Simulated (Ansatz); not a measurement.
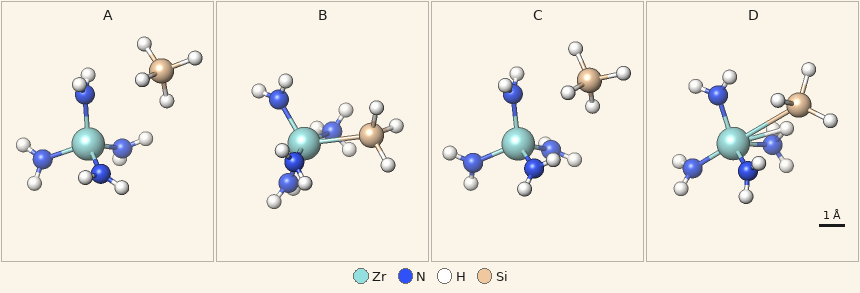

4 geometries from a converged minimum-energy path of ZrSiN$_{4}$H$_{12}$, made up at the start of ZrN4H8 and SiH₄, shuffled. The picture is a ball-and-stick view, seen from a free direction.

Theory: RKS PBE/def2-SVP (Ansatz 0.2.0). Run with 5 movable images; climbing image; force threshold 0.05 eV/Å; iteration limit 60; starting path through a guess of the saddle point.

Which frame is the transition state?

Answer. D. In order along the path, whose images run from 0 to 6: A (image 0, 0.00 eV), C (image 1, +0.01 eV), D (image 3, +1.00 eV), B (image 6, +0.13 eV). Breaking: H–Si (1.50 → 3.15 Å). Forming: H–N (3.39 → 1.03 Å), Si–Zr (4.43 → 2.83 Å).

Limits of the set-up: the start holds two separate molecules, 2.7 Å apart at their closest, whose relative position is a soft coordinate and is computed without a dispersion correction.

The run took 5.8 min on 4 threads of Arm Neoverse V2, with other jobs on the host, peak memory 0.26 GiB.
